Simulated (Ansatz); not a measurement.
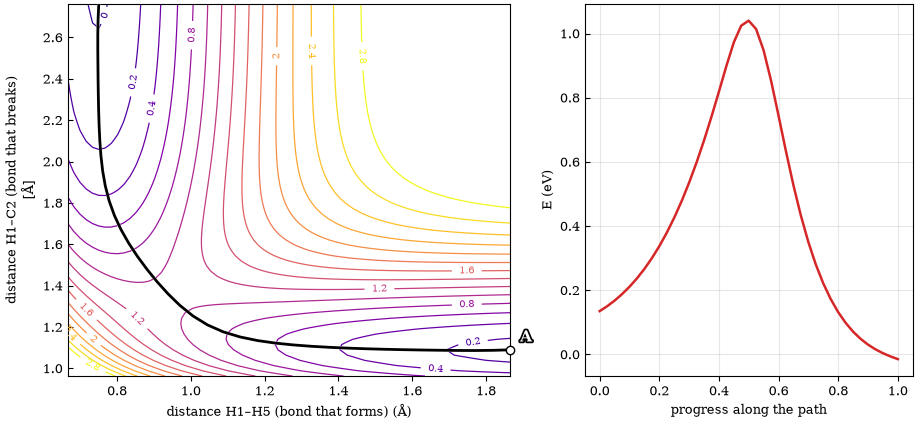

The reacting system CH₃Cl₂ (fragments CH₂Cl₂ + H where the first distance is long, H₂ + CHCl₂ where the second is long), spin multiplicity 2. 
- Coordinates scanned: (1) distance H1–H5 (bond that forms); (2) distance H1–C2 (bond that breaks).
- Relaxed at each point: all other coordinates.
- Grid: 13 × 13 points.
- Points are written as (first, second).
- Energies are in eV, from the lowest grid point.
- In part of the range the unrestricted reference is strongly spin-contaminated.
- Computed with UHF/def2-SVP in Ansatz.

In the figure: contour lines labelled in eV (none above 2.8), a line along the lowest path, the energy along the path at the right, the start A. Between grid points the surface is interpolated.

**Describe the path and its barrier.**

The easiest path runs from the side where the first distance is long, about (1.87 Å, 1.09 Å), to the side where the second distance is long, about (0.75 Å, 2.76 Å). Its highest point, at about (0.94 Å, 1.36 Å), lies about 0.91 eV above the start and 1.1 eV above the end on the interpolated surface. An end on the edge of the scan is no minimum, so the barrier from there is a lower bound.
